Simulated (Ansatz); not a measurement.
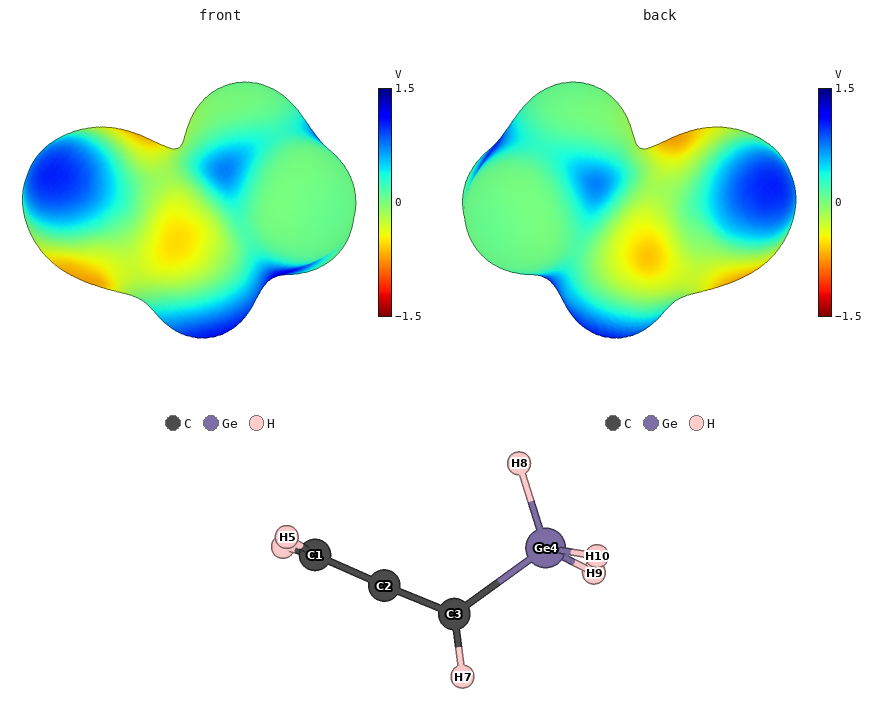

Figure 1: C$_{3}$H$_{6}$Ge. The molecular electrostatic potential painted on the density surface at 0.002 e/bohr³, seen from the front and from behind; red is negative and blue positive. The bare structure is drawn below in the same view.

Level of theory: RKS r2SCAN/def2-mTZVP (Ansatz 0.2.0).

Input file:

```
crystal:
  periodic: [false, false, false]
  atoms:
    - { symbol: C, position_ang: [-1.2404, 1.6364, -0.6342] }
    - { symbol: C, position_ang: [-0.73, 0.5048, -0.5969] }
    - { symbol: C, position_ang: [-0.1959, -0.6641, -0.5592] }
    - { symbol: Ge, position_ang: [1.2063, -1.0372, 0.8112] }
    - { symbol: H, position_ang: [-1.0225, 2.4312, 0.0618] }
    - { symbol: H, position_ang: [-2.0201, 1.9141, -1.414] }
    - { symbol: H, position_ang: [-1.47824, -0.28765, -0.61295] }
    - { symbol: H, position_ang: [2.3611, -0.0468, 0.6763] }
    - { symbol: H, position_ang: [1.6445, -2.4856, 0.6905] }
    - { symbol: H, position_ang: [0.4795, -0.8821, 2.2335] }
basis:
  gaussian: { orbitals: def2-mTZVP }
hamiltonian:
  xc: r2scan
relax:
  f_tol: 0.02
  max_steps: 50
output:
  orbitals: {}
```

Launched as:

```sh
ansatz run input.yaml --threads 2 --pin off --max-ram 3072MiB --backend cpu --events-out ev --progress --plain --runs-dir out
```

The fields are those of the relaxed geometry.

Q: Describe the electrostatic potential map.

A: The most negative region (about −0.7 V) lies over the π face of C1 and C2, the most positive (about +1.1 V) over Ge4 and H7.
